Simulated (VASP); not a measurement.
Band structure of AlSn$_{2}$ (space group Fd-3m). All values below come from PBE GGA, VASP's PBE PAW potentials (set 64) (plane waves; VASP 6.6.1).

Unless said otherwise, spin-orbit coupling is left out, though it shifts the bands of the heavy elements here.

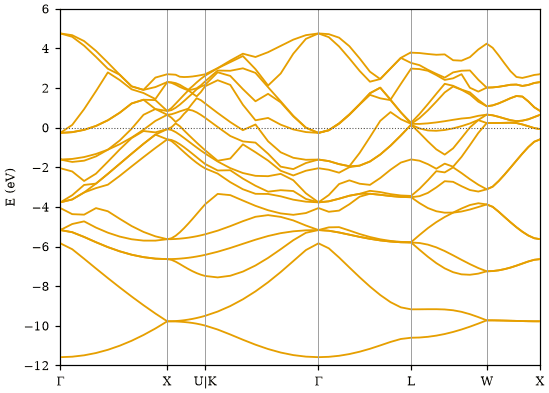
Figure: Bands along high-symmetry lines, zero at the valence-band maximum or, without a gap, the Fermi level

### Question
Read the plot: is there a gap, and where are the band edges?

### Answer
It has no gap at this level: it comes out as a metal or semimetal.

The structure was generated: AlSn2 was put into an ordered model structure, which need not be its known phase. The cell was not relaxed at this level.
